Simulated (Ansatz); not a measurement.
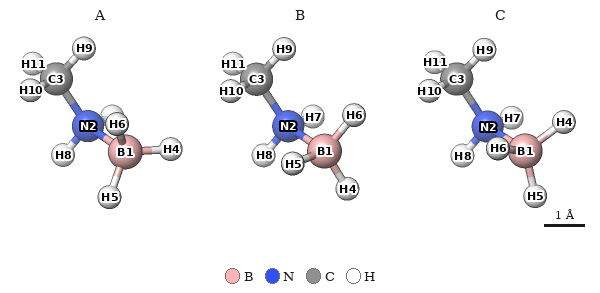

3 geometries from a converged minimum-energy path of CH$_{8}$BN, shuffled. The picture is a ball-and-stick view, seen from a free direction.

Method: Ansatz 0.2.0, RKS r2SCAN/6-31G*. Settings: 5 movable images; climbing image; force threshold 0.05 eV/Å; iteration limit 60; starting path through a guess of the saddle point.

Which of them lies highest in energy?

Answer. A. In order along the path, whose images run from 0 to 6: B (image 0, 0.000 eV), A (image 3, +0.119 eV), C (image 5, +0.028 eV). The motion is a rotation about the B1–N2 bond by about 120°. No bond forms or breaks between the ends.

Cost: 51 s on 1 thread of Intel(R) Xeon(R) 6975P-C (Granite Rapids) (shared host), peak memory 0.22 GiB.
